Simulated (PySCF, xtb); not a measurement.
Potential energy curve for BH, singlet.

Levels: GFN1-xTB (xtb); RCCSD = CCSD on RHF/cc-pVTZ, 1 core orbital frozen run with PySCF; RKS-TPSSh = restricted TPSSh/cc-pVTZ run with PySCF 2.14.0.

Energies are in eV, each relative to the lowest point of its own curve near equilibrium.

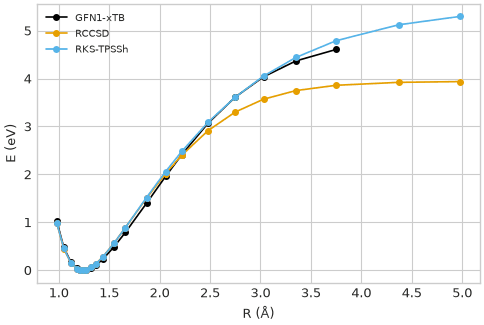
Figure: Energy against bond length for each method.

| R / Å | GFN1-xTB | RCCSD | RKS-TPSSh |
|---|---|---|---|
| 0.98 | 1.025 | 0.985 | 0.990 |
| 1.05 | 0.474 | 0.450 | 0.455 |
| 1.12 | 0.170 | 0.152 | 0.155 |
| 1.18 | 0.042 | 0.030 | 0.032 |
| 1.21 | 0.012 | 0.006 | 0.006 |
| 1.24 | 0.000 | 0.000 | 0.000 |
| 1.27 | 0.004 | 0.011 | 0.010 |
| 1.32 | 0.040 | 0.060 | 0.058 |
| 1.37 | 0.106 | 0.138 | 0.137 |
| 1.44 | 0.236 | 0.285 | 0.283 |
| 1.55 | 0.494 | 0.570 | 0.569 |
| 1.66 | 0.788 | 0.888 | 0.888 |
| 1.87 | 1.398 | 1.503 | 1.517 |
| 2.06 | 1.960 | 2.018 | 2.060 |
| 2.22 | 2.414 | 2.401 | 2.482 |
| 2.48 | 3.068 | 2.914 | 3.088 |
| 2.75 | 3.614 | 3.302 | 3.612 |
| 3.03 | 4.037 | 3.569 | 4.051 |
| 3.35 | 4.367 | 3.749 | 4.440 |
| 3.75 | 4.608 | 3.860 | 4.790 |
| 4.37 | — | 3.921 | 5.123 |
| 4.98 | — | 3.937 | 5.298 |

At the longest distance, 4.98 Å, RKS-TPSSh lies highest above its minimum (5.298 eV) and RCCSD lowest (3.937 eV).

Dashes: no converged value, or the column stops at the first point that the program doubted or that broke a chosen test of continuity, which isn't proof of a fault.

The T1 diagnostic of CCSD on the restricted reference of RCCSD exceeds 0.045 at 2.48 to 4.98 Å. At the longest distance RKS-TPSSh leaves fractional charges on the fragments, a sign of delocalisation error or of the restricted form. The restricted form behind RKS-TPSSh keeps the bonding electrons paired and can't separate into open-shell fragments.
